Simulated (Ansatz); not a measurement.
# ClF$_{3}$Ge: what the fields show

Input file:

```
crystal:
  periodic: [false, false, false]
  atoms:
    - { symbol: Ge, position_ang: [0.0, 0.0, 0.0] }
    - { symbol: Cl, position_ang: [0.0, 0.0, 2.22] }
    - { symbol: F, position_ang: [1.5842, 0.0, -0.5594] }
    - { symbol: F, position_ang: [-0.7913, 1.3709, -0.5594] }
    - { symbol: F, position_ang: [-0.7913, -1.3709, -0.5594] }
basis:
  gaussian: { orbitals: def2-SVP }
hamiltonian:
  xc: pbe0
relax:
  f_tol: 0.02
  max_steps: 40
output:
  orbitals: {}
```

Launched as:

```sh
ansatz run input.yaml --threads 1 --pin off --max-ram 2048MiB --backend cpu --events-out ev --progress --plain --runs-dir out
```

The fields are those of the run's last geometry, not of the input's.

Method: Ansatz 0.2.0, RKS PBE0/def2-SVP.

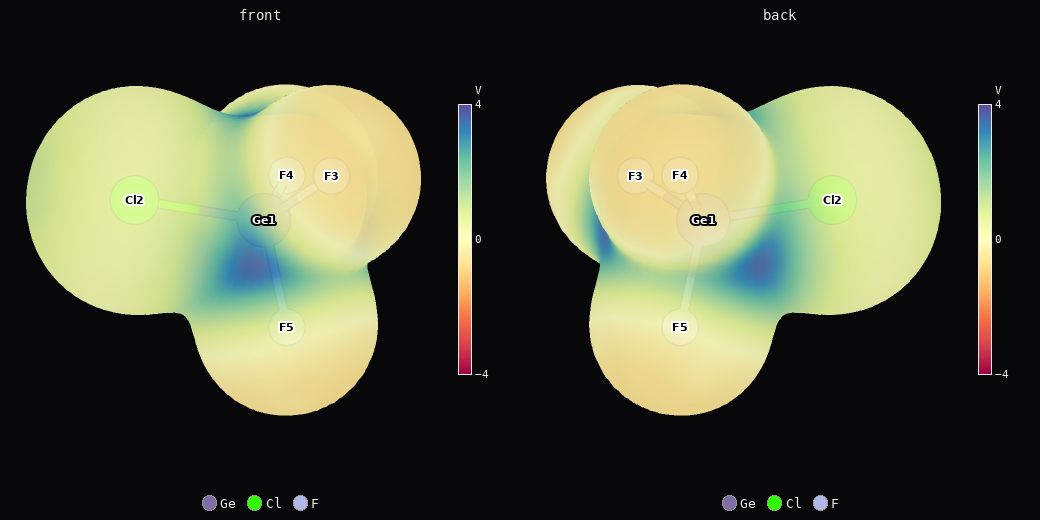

Figure 1. The molecular electrostatic potential painted on the density surface at 0.004 e/bohr³, seen from the front and from behind; red is negative and blue positive.

### Describe the electrostatic potential map.

The most negative region (about −0.6 V) lies over F3, F4 and F5, the most positive (about +3.6 V) over Ge1. Cl2 shows a σ-hole: about +1.1 V at the tip opposite its bond, against about +0.4 V on its flanks.

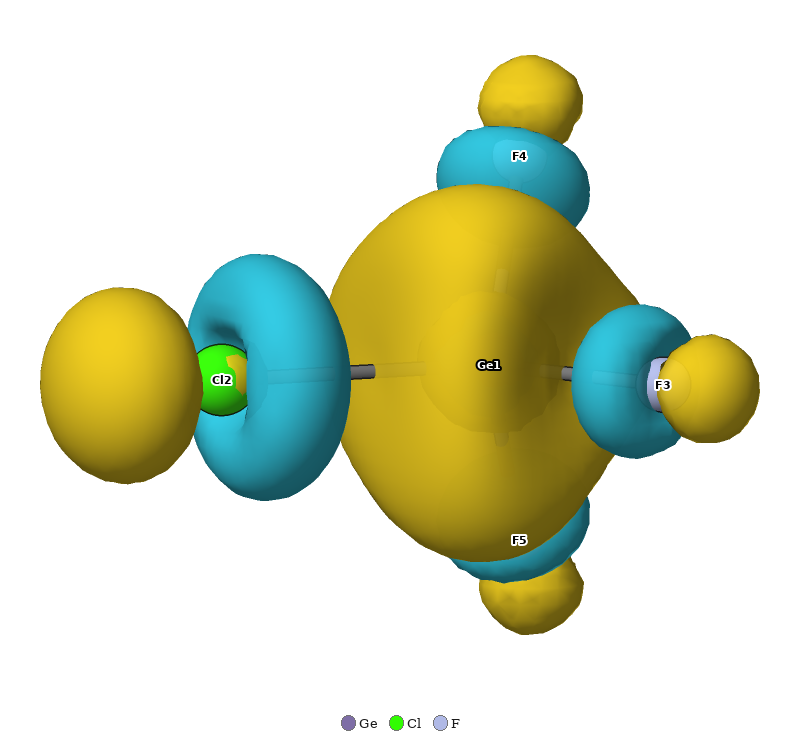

Figure 2. One frontier orbital at ±0.15 Å⁻³ᐟ² (yellow and cyan are the two phases), seen at a tilt.

### Which orbital is it: HOMO or LUMO?

The LUMO, at −1.77 eV. Its weight (Hirshfeld) is mainly on Ge1 (about 40 %), Cl2 (about 25 %), F3 (about 10 %), F4 (about 10 %) and F5 (about 10 %).

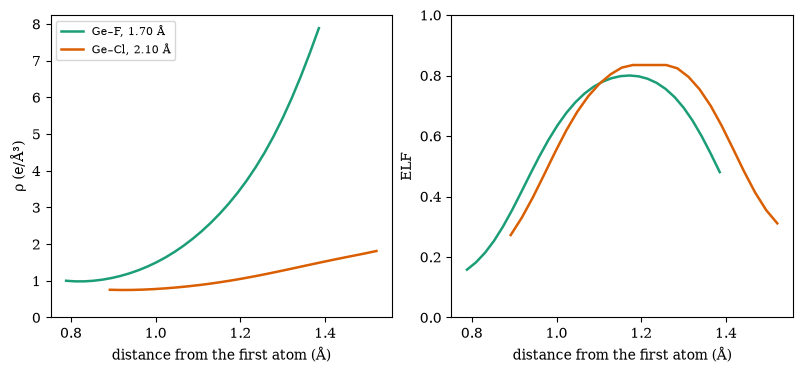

Figure 3. Total electron density and electron localisation function along straight lines between neighbouring atoms. The curves leave out the atomic cores.

### Compare the contacts.

Ge–F (1.70 Å): ρ is about 1 e/Å³ halfway; the ELF peaks at about 0.80 in the valence shell of F, 0.5 Å from its nucleus, and is about 0.25 at the midpoint.
Ge–Cl (2.10 Å): ρ is about 0.82 e/Å³ halfway; the ELF peaks at about 0.85 in the valence shell of Cl, 0.9 Å from its nucleus, and is about 0.70 at the midpoint.

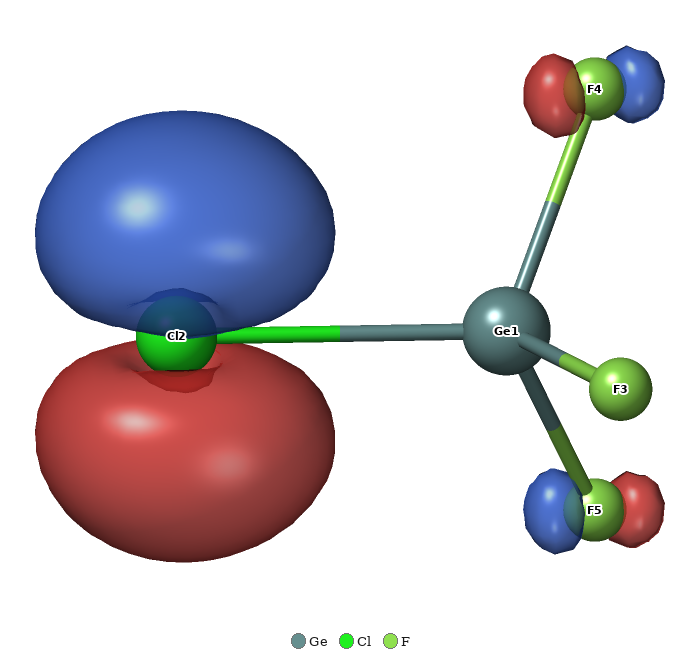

Figure 4. The HOMO at ±0.2 Å⁻³ᐟ² (blue and red are the two phases), seen at a tilt.

### Where does this orbital lie, and at what energy?

By Hirshfeld shares it lies mainly on Cl2 (about 90 %); largely a lone pair of Cl2. It is one of a degenerate set, so its orientation is arbitrary. Its energy is −10.54 eV.
